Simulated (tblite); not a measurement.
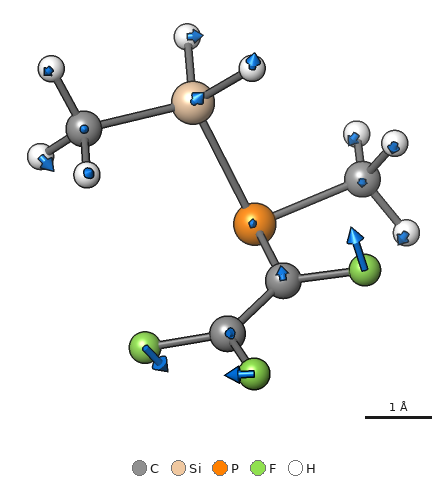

A relaxation of C4H8F3PSi. The starting structure is drawn; blue arrows show the displacements, magnified 3 times. The two geometries are superimposed by the best rigid fit.

Style: ball-and-stick. Shown at a tilt.

Level of theory: GFN2-xTB geometry optimisation, gas phase (tblite 0.8.0). 

Which element moves most?

Fluorine: up to 0.25 Å, against 0.11 Å for hydrogen.

Describe the change and its energy.

The atom that moves furthest after the best rigid fit is an F atom (0.25 Å). Largest moves by element: F 0.25 Å, H 0.11 Å, Si 0.10 Å, C 0.08 Å, P 0.04 Å. Among the contacts that change: C–Si 1.840 → 1.895 Å, P–Si 2.233 → 2.266 Å, C–F 1.358 → 1.328 Å, C–H 1.107 → 1.085 Å. Among the angles between lasting bonds that change: C–C–F 118.9° → 127.5°, F–C–F 119.1° → 110.9°, P–Si–H 107.6° → 112.7°. The energy falls by 5.12 kcal/mol in 83 geometry steps. The run took 0.54 s on 1 thread of Intel(R) Xeon(R) 6975P-C, on a shared host.
